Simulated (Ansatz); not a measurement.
## A computed series for Ga2O3: response to strain

The reference is Ga₂O₃ in the corundum structure (space group R-3c, No. 167; a = 5.058 Å, c = 13.623 Å (hexagonal axes)).

Strains are applied to the cell and any free atomic positions relax.

Level of theory: PBE (Ansatz, a first-principles code), no SOC.

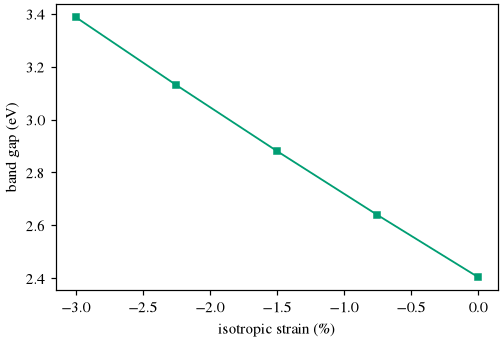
Band gap against isotropic strain

| isotropic strain (%) | band gap |
|---|---|
| -3 | 3.39 eV |
| -2.25 | 3.13 eV |
| -1.5 | 2.88 eV |
| -0.75 | 2.64 eV |

No phonon test of stability was made.
